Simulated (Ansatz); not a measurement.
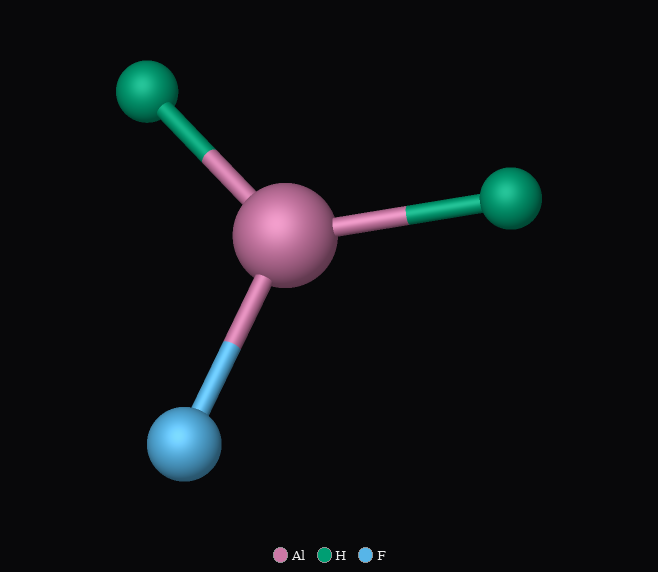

Rendered structure (ball-and-stick style).

The computed structure is the end point of a PBE0-D4/def2-TZVP optimisation.

Question: What is the molecular formula?

Answer: AlFH2, 4 atoms: 1 aluminium, 1 fluorine and 2 hydrogen.

Question: How many bonds of each kind are drawn?

Answer: 2 Al–H, 1 Al–F. Sticks follow a distance rule.

The parts below concern this one geometry. Atoms keep their numbers from picture to picture.

### Shape

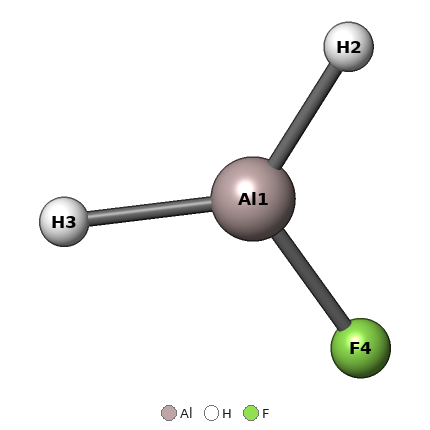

The atoms are numbered.

Question: How are the neighbours of atom 1 arranged?

Answer: Al1 has 3 neighbours (H2 at 1.58, H3 at 1.58, F4 at 1.65 Å); the arrangement is trigonal planar.

### Electronic properties

Properties computed with RKS PBE0-D4/def2-TZVPP (Ansatz 0.2.0).

Question: Give the HOMO energy (Kohn–Sham orbital) at this level.

Answer: −8.79 eV.

Question: What is the LUMO energy (Kohn–Sham orbital)?

Answer: −1.37 eV.

### Vibrations

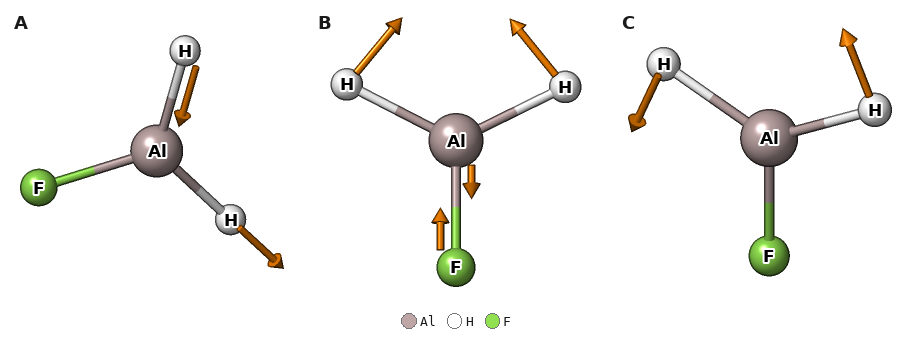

3 normal modes of one molecule or complex, as arrows. Harmonic vibrations computed with RKS PBE0-D4/def2-TZVP (Ansatz 0.2.0) at a stationary point of the same level.

Question: Match the panels to the wavenumbers 550 cm⁻¹, 846 cm⁻¹, 1976 cm⁻¹.

Answer: A: 1976 cm⁻¹, out-of-phase stretching of 2 Al–H bonds
B: 846 cm⁻¹
C: 550 cm⁻¹, F–Al–H bending

### Dipole moment

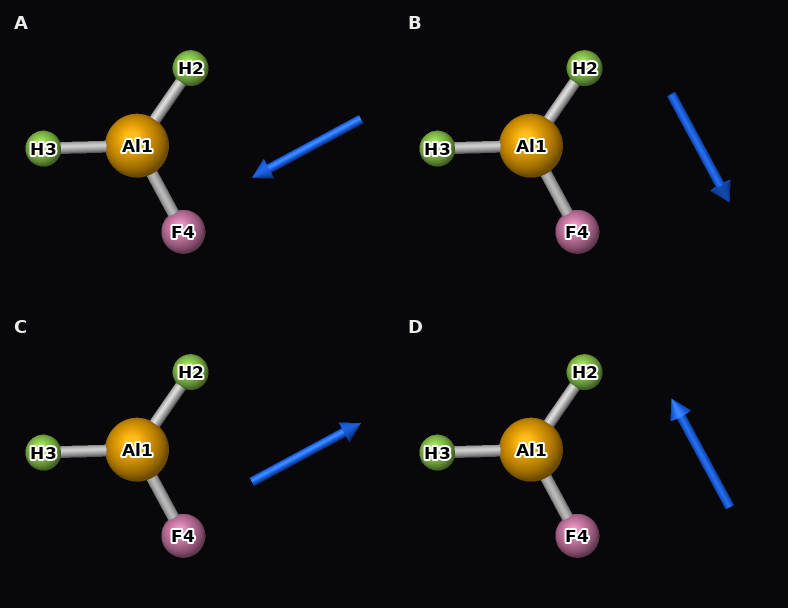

The same molecule four times, each with an arrow. Level of theory: RKS PBE0-D4/def2-TZVP (Ansatz 0.2.0).

Question: Which arrow points along the dipole moment, from the negative to the positive end?

Answer: D. The dipole moment is 1.36 D; it points from the side of F4 to the side of H2, H3 (the outermost atoms at the two ends).
